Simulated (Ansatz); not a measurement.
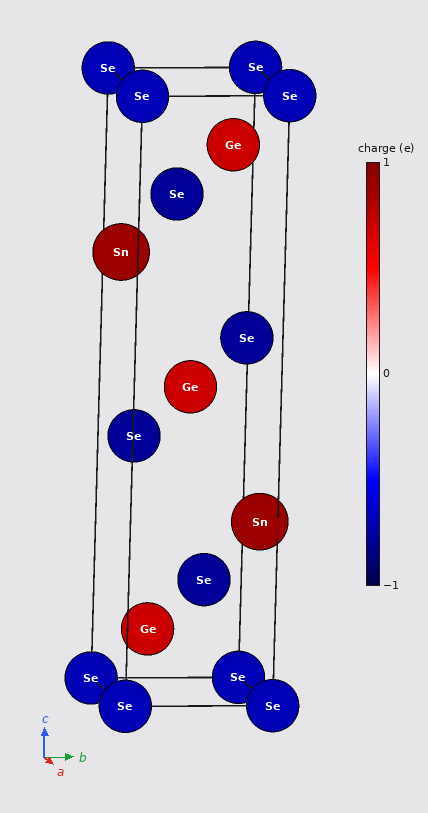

A spheres-only rendering, viewed slightly off an axis. The parallelepiped is the cell (the run's own, in a reduced setting). The atoms of this Sn$_{2}$Ge$_{3}$Se$_{5}$ cell are coloured by their Bader charge.

Electronic-structure method: DFT PBE, scalar-relativistic, plane waves, PAW in Ansatz 0.2.0. Parameters: an energy cutoff of 420 eV, k-points about 0.15 Å⁻¹ apart, Gaussian smearing of 0.01 eV, no spin polarisation.

### Which element is the most positive, and which the most negative?

Most positive: Sn; most negative: Se. Charges: about Sn +0.9 e; Ge +0.7 e; Se -0.8 to -0.7 e. The transfer is large, as in an ionic solid.

It goes back to a structure type filled with these elements by a generator (whether the compound takes this form wasn't checked). Earlier steps of the study may have refined or changed the cell and positions. It was run through Ansatz as a DFT input.
